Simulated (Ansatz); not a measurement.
The starting structures come from a database of crystals and need not be the phases stable at ambient conditions.

 Where the default PAW files enter, the runs use the earlier of Ansatz's two default sets.

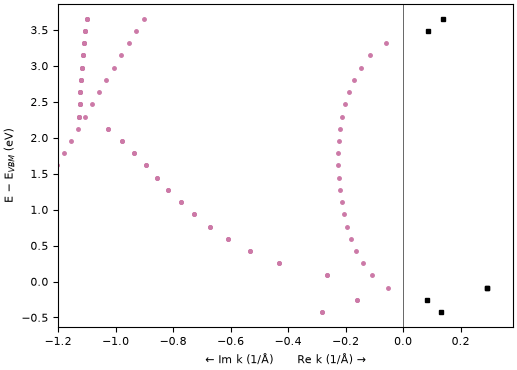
*Complex bands at the centre of the two-dimensional zone; Ansatz (a quantum-chemistry and plane-wave program) with r2SCAN*

No gap correction and no spin-orbit coupling; mid-gap values are interpolated between computed energies.

Problem. This is AlGaN₂ (P3m1, not sure to be the ambient phase, 4 atoms a cell, 10.9 Å³ an atom) along the normal of (001). Read off the slowest decay at the centre of the two-dimensional zone at 1.61 eV, the computed energy nearest the middle of the gap.

Solution. κ ≈ 0.23 1/Å, a decay length 1/(2κ) of the density of 2.2 Å.
